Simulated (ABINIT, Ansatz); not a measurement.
## NaCl (Fm-3m): modes at Γ and the response to a field

Which modes does NaCl (Fm-3m) have at the zone centre?

Main program and level: ABINIT 10.8.3; DFT LDA, scalar-relativistic, plane waves, PseudoDojo norm-conserving pseudopotentials.

The database entry behind the starting cell differs from later determinations by our own check (an axis about 0.4 % short against later determinations), so it need not match the best structure at ambient conditions.

## 1. Starting point

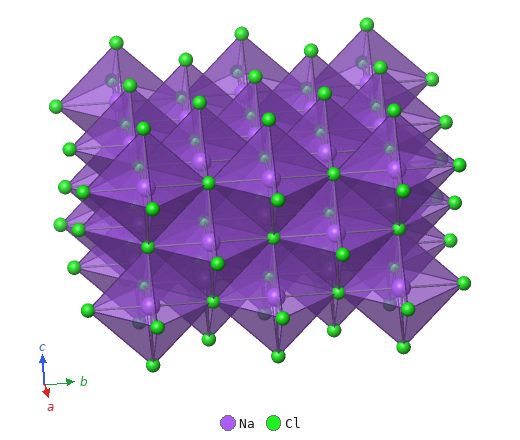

Start, viewed slightly off an axis; sodium purple, chlorine green. 2×2×1 cells are drawn. This picture shows the conventional cell, with its axes. Some periodic images of atoms are drawn too.

## 2. Relaxation

Frequencies change by per cents with a per cent of volume, so the structure is first brought to rest at this level of theory.

The starting cell comes from a relaxation made beforehand in Ansatz (LDA, PseudoDojo NC).

File relax.abi:

```
# relaxation
ionmov 2
optcell 2
ecutsm 0.5
dilatmx 1.08
ntime 40
tolmxf 2.0d-06
tolvrs 1.0d-14
prtwf 0
prtden 0
chksymtnons 0

# basis, mesh and filling
ecut 38.0
ngkpt 8 8 8
nshiftk 1
shiftk 0.0 0.0 0.0
istwfk *1
occopt 1
nband 8
nstep 100
diemac 9.0
prtebands 0
prtgsr 0
useylm 1

# cell and atoms
acell 3*1.0 Angstrom
rprim 
    0.0 2.733249468 2.733249468
    2.733249468 0.0 2.733249468
    2.733249468 2.733249468 0.0
ntypat 2
znucl 11 17
natom 2
typat 1 2
xred 
    0.0 0.0 0.0
    0.5 0.5 0.5
pp_dirpath "./pseudo"
pseudos "Na.upf, Cl.upf"
```

The run is started by

```
$ OMP_NUM_THREADS=1 mpirun -n 2 abinit relax.abi > relax.log
```

Numbers of over 12 decimals in the logs are rounded to 6 here.

relax.abo, the main output file:

```text
[banners, grids, parts of the stress and lines that vanish by symmetry left out]
- input  file    -> relax.abi
- output file    -> relax.abo
- root for input  files -> relaxi
[...]
Symmetries : space group Fm -3 m (#225); Bravais cF (face-center cubic)
[...]
mpw =        3912          nfft =       91125          nkpt =          29
[...]
== DATASET  1 ==================================================================
[...]
cutoff_energies: {ecut:  38.0, pawecutdg:  -1.0, }
[...]
ETOT  1  -61.998298428814    -6.200E+01 4.210E-01 6.714E+01
 ETOT  2  -62.147438247478    -1.491E-01 2.373E-05 6.972E+00
 ETOT  3  -62.148526034898    -1.088E-03 4.710E-06 1.745E-01
 ETOT  4  -62.148545350416    -1.932E-05 6.965E-08 6.231E-03
 ETOT  5  -62.148545542878    -1.925E-07 7.206E-09 2.057E-04
[...]
At SCF step   11       vres2   =  4.92E-17 < tolvrs=  1.00E-14 =>converged.
[...]
sigma(1 1)=  5.61042674E-07  sigma(3 2)=  0.00000000E+00
  sigma(2 2)=  5.61042674E-07  sigma(3 1)=  0.00000000E+00
  sigma(3 3)=  5.61042674E-07  sigma(2 1)=  0.00000000E+00
[...]
convergence: {deltae: -2.579E-12, res2:  4.924E-17, residm:  1.014E-20, diffor: null, }
etotal    :  -6.21485456E+01
[...]
ETOT  1  -62.148545575061    -6.215E+01 1.311E-09 2.187E-04
[...]
At SCF step    8       vres2   =  4.27E-16 < tolvrs=  1.00E-14 =>converged.
[...]
sigma(1 1)=  5.13696388E-07  sigma(3 2)=  0.00000000E+00
  sigma(2 2)=  5.13696388E-07  sigma(3 1)=  0.00000000E+00
  sigma(3 3)=  5.13696388E-07  sigma(2 1)=  0.00000000E+00
[...]
convergence: {deltae: -9.450E-13, res2:  4.267E-16, residm:  3.628E-20, diffor: null, }
etotal    :  -6.21485456E+01
[...]
ETOT  1  -62.148543512780    -6.215E+01 2.668E-09 2.571E-02
[...]
ETOT  8  -62.148545632145     2.785E-12 4.374E-18 4.839E-14
 ETOT  9  -62.148545632146    -5.826E-13 1.475E-20 8.899E-17
 At SCF step    9       vres2   =  8.90E-17 < tolvrs=  1.00E-14 =>converged.
[...]
sigma(1 1)= -6.09160274E-09  sigma(3 2)=  0.00000000E+00
  sigma(2 2)= -6.09160274E-09  sigma(3 1)=  0.00000000E+00
  sigma(3 3)= -6.09160274E-09  sigma(2 1)=  0.00000000E+00
[...]
convergence: {deltae: -5.826E-13, res2:  8.899E-17, residm:  1.475E-20, diffor: null, }
etotal    :  -6.21485456E+01
[...]
At Broyd/MD step   3, gradients are converged :
[...]
sigma(1 1)= -6.09160274E-09  sigma(3 2)=  0.00000000E+00
  sigma(2 2)= -6.09160274E-09  sigma(3 1)=  0.00000000E+00
  sigma(3 3)= -6.09160274E-09  sigma(2 1)=  0.00000000E+00
[...]
- sigma(1 1)= -1.79221140E-04  sigma(3 2)=  0.00000000E+00
- sigma(2 2)= -1.79221140E-04  sigma(3 1)=  0.00000000E+00
- sigma(3 3)= -1.79221140E-04  sigma(2 1)=  0.00000000E+00
[...]
fcart     -0.0000000000E+00 -0.0000000000E+00 -0.0000000000E+00
           strten     -6.0916027379E-09 -6.0916027379E-09 -6.0916027361E-09
================================================================================

[key lines of the parts left out:]
pressure_GPa:   1.7922E-04
Total energy (etotal) [Ha]= -6.21485456321461E+01
```

Run time: 45 s. Hardware: 2 MPI ranks of Arm Neoverse V2, shared host; 89 s of CPU time.

Little changed from the start: no atom moved by 0.005 Å and no cell edge by 0.1 %.

Numbers from this step:

```yaml
volume_per_atom: 20.41 Å³
pressure: 1.79e-4 GPa
```

## 3. Self-consistent run for the response

First-order wavefunctions inherit every error of the ground state, hence the very tight tolvrs. The mesh is shifted off Γ, since shifted meshes converge sums over the zone faster.

File gs.abi:

```
# ground state
tolvrs 1.0d-16
prtden 1
prtwf 1

# basis, mesh and filling
ecut 38.0
ngkpt 6 6 6
nshiftk 4
shiftk 
    0.5 0.5 0.5
    0.5 0.0 0.0
    0.0 0.5 0.0
    0.0 0.0 0.5
istwfk *1
occopt 1
nband 8
nstep 100
diemac 9.0
prtebands 0
prtgsr 0
useylm 1

# cell and atoms
acell 3*1.0 Angstrom
rprim 
    0.0 2.73270463 2.73270463
    2.73270463 0.0 2.73270463
    2.73270463 2.73270463 0.0
ntypat 2
znucl 11 17
natom 2
typat 1 2
xred 
    0.0 0.0 0.0
    0.5 0.5 0.5
pp_dirpath "./pseudo"
pseudos "Na.upf, Cl.upf"
```

The run is started by

```
$ OMP_NUM_THREADS=1 mpirun -n 2 abinit gs.abi > gs.log
```

gs.abo, the main output file:

```text
[banners, grids, parts of the stress and lines that vanish by symmetry left out]
- input  file    -> gs.abi
- output file    -> gs.abo
- root for input  files -> gsi
[...]
Symmetries : space group Fm -3 m (#225); Bravais cF (face-center cubic)
[...]
mpw =        3097          nfft =       91125          nkpt =          28
[...]
== DATASET  1 ==================================================================
[...]
cutoff_energies: {ecut:  38.0, pawecutdg:  -1.0, }
[...]
ETOT  1  -62.006487753340    -6.201E+01 6.978E-01 6.329E+01
 ETOT  2  -62.148155003895    -1.417E-01 9.087E-06 3.020E+00
 ETOT  3  -62.148552787998    -3.978E-04 1.812E-06 2.058E-01
 ETOT  4  -62.148575881560    -2.309E-05 7.425E-08 3.065E-03
 ETOT  5  -62.148576060196    -1.786E-07 1.679E-09 7.362E-05
[...]
ETOT 11  -62.148576064814    -2.345E-12 2.996E-20 7.319E-16
 ETOT 12  -62.148576064809     4.874E-12 2.180E-22 6.808E-18
 At SCF step   12       vres2   =  6.81E-18 < tolvrs=  1.00E-16 =>converged.
[...]
sigma(1 1)=  1.10080871E-05  sigma(3 2)=  0.00000000E+00
  sigma(2 2)=  1.10080871E-05  sigma(3 1)=  0.00000000E+00
  sigma(3 3)=  1.10080871E-05  sigma(2 1)=  0.00000000E+00
[...]
convergence: {deltae:  4.874E-12, res2:  6.808E-18, residm:  2.180E-22, diffor: null, }
etotal    :  -6.21485761E+01
[...]
sigma(1 1)=  1.10080871E-05  sigma(3 2)=  0.00000000E+00
  sigma(2 2)=  1.10080871E-05  sigma(3 1)=  0.00000000E+00
  sigma(3 3)=  1.10080871E-05  sigma(2 1)=  0.00000000E+00
[...]
- sigma(1 1)=  3.23869105E-01  sigma(3 2)=  0.00000000E+00
- sigma(2 2)=  3.23869105E-01  sigma(3 1)=  0.00000000E+00
- sigma(3 3)=  3.23869105E-01  sigma(2 1)=  0.00000000E+00
[...]
fcart     -0.0000000000E+00 -0.0000000000E+00 -0.0000000000E+00
           strten      1.1008087137E-05  1.1008087137E-05  1.1008087137E-05
================================================================================

[key lines of the parts left out:]
pressure_GPa:  -3.2387E-01
```

Run time: 17 s. Hardware: 2 MPI ranks.

Numbers from this step:

```
pressure : -0.3239 GPa
```

The cell stands at -0.32 GPa: the relaxation ran with a smoothed cutoff and on another k mesh.

## 4. The gap at rest

Empty bands on the ground state's density check that the gap assumed so far is there in this cell.

File gap.abi:

```
# empty bands on the ground state's density
iscf -2
getden_filepath "gso_DEN"
tolwfr 1.0d-12
nbdbuf 2
prtwf 0

# basis, mesh and filling
ecut 38.0
ngkpt 8 8 8
nshiftk 1
shiftk 0.0 0.0 0.0
istwfk *1
occopt 1
nband 12
nstep 100
diemac 9.0
prtebands 0
prtgsr 0
useylm 1

# cell and atoms
acell 3*1.0 Angstrom
rprim 
    0.0 2.73270463 2.73270463
    2.73270463 0.0 2.73270463
    2.73270463 2.73270463 0.0
ntypat 2
znucl 11 17
natom 2
typat 1 2
xred 
    0.0 0.0 0.0
    0.5 0.5 0.5
pp_dirpath "./pseudo"
pseudos "Na.upf, Cl.upf"
```

The run is started by

```
$ OMP_NUM_THREADS=1 mpirun -n 2 abinit gap.abi > gap.log
```

gap.abo, the main output file:

```text
[banners, grids, parts of the stress and lines that vanish by symmetry left out]
- input  file    -> gap.abi
- output file    -> gap.abo
- root for input  files -> gapi
[...]
Symmetries : space group Fm -3 m (#225); Bravais cF (face-center cubic)
[...]
mpw =        3119          nfft =       91125          nkpt =          29
[...]
== DATASET  1 ==================================================================
[...]
cutoff_energies: {ecut:  38.0, pawecutdg:  -1.0, }
[...]
-outvars: echo values of variables after computation
            acell      1.8897261259E+00  1.8897261259E+00  1.8897261259E+00 Bohr
================================================================================
```

Elapsed: 13 s, on 2 MPI ranks; 25 s of CPU time.

This step gave:

```
gap on the k-mesh : 5.073 eV
```

In this cell the gap on the mesh is 5.1 eV, direct, so fixed occupations hold.

## 5. Linear response at Γ

The derivative of the wavefunctions by k comes first, since the response to a field is built on it; then the field and the displacements that symmetry doesn't supply are solved at q = 0.

It reads the wavefunctions written in step 3.

File dfpt_gamma.abi:

```
ndtset 2

# common to the responses
getwfk_filepath "gso_WFK"
kptopt 2
nqpt 1
qpt 0.0 0.0 0.0
asr 0
chneut 0

# d/dk
rfelfd1 2
rfdir1 1 1 1
iscf1 -3
tolwfr1 1.0d-20

# displacements, field
rfphon2 1
rfatpol2 1 2
rfdir2 1 1 1
rfelfd2 3
getddk2 1
tolvrs2 1.0d-10
prtwf2 0

# basis, mesh and filling
ecut 38.0
ngkpt 6 6 6
nshiftk 4
shiftk 
    0.5 0.5 0.5
    0.5 0.0 0.0
    0.0 0.5 0.0
    0.0 0.0 0.5
istwfk *1
occopt 1
nband 8
nstep 100
diemac 9.0
prtebands 0
prtgsr 0
useylm 1

# cell and atoms
acell 3*1.0 Angstrom
rprim 
    0.0 2.73270463 2.73270463
    2.73270463 0.0 2.73270463
    2.73270463 2.73270463 0.0
ntypat 2
znucl 11 17
natom 2
typat 1 2
xred 
    0.0 0.0 0.0
    0.5 0.5 0.5
pp_dirpath "./pseudo"
pseudos "Na.upf, Cl.upf"
```

The run is started by

```
$ OMP_NUM_THREADS=1 mpirun -n 2 abinit dfpt_gamma.abi > dfpt_gamma.log
```

dfpt_gamma.abo, the main output file:

```text
[banners, grids, parts of the stress and lines that vanish by symmetry left out]
- input  file    -> dfpt_gamma.abi
- output file    -> dfpt_gamma.abo
- root for input  files -> dfpt_gammai
[...]
DATASET    1 : space group Fm -3 m (#225); Bravais cF (face-center cubic)
[...]
nfft =       91125          nkpt =         432
[...]
DATASET    2 : space group Fm -3 m (#225); Bravais cF (face-center cubic)
[...]
nfft =       91125          nkpt =         432
[...]
== DATASET  1 ==================================================================
[...]
cutoff_energies: {ecut:  38.0, pawecutdg:  -1.0, }
[...]
- 17.00000   7.00000  180309                  znucl, zion, pspdat
[...]
Perturbation : derivative vs k along direction   1
[...]
-ETOT  1  -19.031122000069     -1.903E+01 8.754E-02 0.000E+00
 ETOT  2  -19.052073263963     -2.095E-02 1.512E-04 0.000E+00
 ETOT  3  -19.052115593788     -4.233E-05 4.280E-07 0.000E+00
 ETOT  4  -19.052115725986     -1.322E-07 1.219E-09 0.000E+00
 ETOT  5  -19.052115726445     -4.595E-10 5.965E-12 0.000E+00
[...]
At SCF step    9   max residual=  9.96E-21 < tolwfr=  1.00E-20 =>converged.
[...]
Perturbation : derivative vs k along direction   2
[...]
-ETOT  1  -19.031121999801     -1.903E+01 8.754E-02 0.000E+00
[...]
At SCF step    9   max residual=  9.96E-21 < tolwfr=  1.00E-20 =>converged.
[...]
Perturbation : derivative vs k along direction   3
[...]
-ETOT  1  -19.031121999533     -1.903E+01 8.754E-02 0.000E+00
[...]
At SCF step    9   max residual=  9.96E-21 < tolwfr=  1.00E-20 =>converged.
[...]
1        1       0.8947832136    0.0000000000
     1        2       0.4473916068   -0.0000000000
     1        3       0.4473916068    0.0000000000
     2        1       0.4473916068   -0.0000000000
     2        2       0.8947832136    0.0000000000
     2        3       0.4473916068    0.0000000000
     3        1       0.4473916068    0.0000000000
     3        2       0.4473916068    0.0000000000
     3        3       0.8947832136    0.0000000000
[...]
== DATASET  2 ==================================================================
[...]
cutoff_energies: {ecut:  38.0, pawecutdg:  -1.0, }
[...]
Perturbation : displacement of atom   1   along direction   1
[...]
-ETOT  1   3.586972     -1.105E+04 1.205E+01 1.415E+02
[...]
At SCF step   10       vres2   =  1.58E-12 < tolvrs=  1.00E-10 =>converged.
[...]
Perturbation : displacement of atom   2   along direction   1
[...]
-ETOT  1   1.537419     -6.403E+02 2.105E+00 1.047E+03
[...]
At SCF step    9       vres2   =  5.58E-11 < tolvrs=  1.00E-10 =>converged.
[...]
Perturbation : homogeneous electric field along direction   1
[...]
-ETOT  1  -34.491601447426     -3.449E+01 5.608E-01 3.120E+04
[...]
ETOT  9  -40.794210637372     -2.366E-12 1.335E-14 2.884E-10
 ETOT 10  -40.794210637372     -7.105E-14 4.898E-16 1.616E-11
 At SCF step   10       vres2   =  1.62E-11 < tolvrs=  1.00E-10 =>converged.
[...]
Dielectric tensor, in cartesian coordinates,
[...]
1    4   1    4         2.6763544149        -0.0000000000
   1    4   2    4        -0.0000000000        -0.0000000000
   1    4   3    4        -0.0000000000        -0.0000000000
   2    4   1    4        -0.0000000000        -0.0000000000
   2    4   2    4         2.6763544149        -0.0000000000
   2    4   3    4         0.0000000000        -0.0000000000
   3    4   1    4         0.0000000000        -0.0000000000
   3    4   2    4        -0.0000000000        -0.0000000000
   3    4   3    4         2.6763544149        -0.0000000000
  Effective charges, in cartesian coordinates,
[...]
1    1   1    4         1.0733480573         0.0000000000
   2    1   1    4         0.0000000000         0.0000000000
   3    1   1    4        -0.0000000000         0.0000000000
   1    2   1    4        -1.0732000132         0.0000000000
   2    2   1    4        -0.0000000000         0.0000000000
[...]
Effective charges, in cartesian coordinates,
[...]
2    4   1    2         0.0000000000         0.0000000000
   3    4   1    2         0.0000000000         0.0000000000
   1    4   2    2         0.0000000000         0.0000000000
   2    4   2    2        -1.0731999794         0.0000000000
   3    4   2    2         0.0000000000         0.0000000000
   1    4   3    2        -0.0000000000         0.0000000000
   2    4   3    2        -0.0000000000         0.0000000000
   3    4   3    2        -1.0731999794         0.0000000000
  Phonon wavevector (reduced coordinates) :  0.00000  0.00000  0.00000
 Phonon energies in Hartree :
[...]
Phonon frequencies in cm-1    :
-  4.752514E+00  4.752514E+00  4.752514E+00  1.887190E+02  1.887190E+02
-  1.887190E+02
  Phonon at Gamma, with non-analyticity in the
[...]
Phonon energies in Hartree :
[...]
Phonon frequencies in cm-1    :
-  4.752514E+00  4.752514E+00  4.753507E+00  1.887190E+02  1.887190E+02
-  2.698590E+02
  Phonon at Gamma, with non-analyticity in the
[...]
Phonon energies in Hartree :
[...]
Phonon frequencies in cm-1    :
-  4.752514E+00  4.752514E+00  4.753507E+00  1.887190E+02  1.887190E+02
-  2.698590E+02
  Phonon at Gamma, with non-analyticity in the
[...]
Phonon energies in Hartree :
[...]
Phonon frequencies in cm-1    :
-  4.752514E+00  4.752514E+00  4.753507E+00  1.887190E+02  1.887190E+02
-  2.698590E+02
[...]
fcart2     0.0000000000E+00  0.0000000000E+00  0.0000000000E+00
           strten2     0.0000000000E+00  0.0000000000E+00  0.0000000000E+00
================================================================================
```

Wall time 13 min (2 MPI ranks); 27 min of CPU time.

This step gave:

```
miss of the charge sum rule                                       : 1.48e-4 e
largest acoustic frequency at the zone centre before the sum rule : 4.75 cm⁻¹
highest optical zone-centre mode (no LO-TO term)                  : 188.7 cm⁻¹
lowest optical zone-centre mode                                   : 188.7 cm⁻¹
mean high-frequency dielectric constant                           : 2.676
largest Born charge in size (third of the trace)                  : 1.073 e
```

Born charge (rows field, columns displacement), before the sum rule (e), principal values of the symmetric part by kind of site:

| atom | atoms with these values | low | middle | high | mean |
| --- | --- | --- | --- | --- | --- |
| Na1 | 1 | 1.07 | 1.07 | 1.07 | 1.07 |
| Cl2 | 1 | -1.07 | -1.07 | -1.07 | -1.07 |

In full for Na1:

```
1.07 0.00 0.00
0.00 1.07 0.00
0.00 0.00 1.07
```

High-frequency dielectric tensor:

```
2.68 0.00 0.00
0.00 2.68 0.00
0.00 0.00 2.68
```

The acoustic modes at Γ come out as far as 4.8 cm⁻¹ from zero, where they should vanish, a small numerical error; the Born charges miss their sum rule by 1.5e-4 e, which is good.

(Part 1 of 2 ends here.)

[Host names and launcher messages were left out of these logs when they were recorded.]

[Logs are printed without paths, hosts, clocks, repeated set-up lines and the standing remarks that a program may print on its own settings, such as how far it seeks lower states.]

[Hosts, paths, dates, database ids (printed as entryN), source tags and the programs' standing remarks are cut or masked in the printed files.]
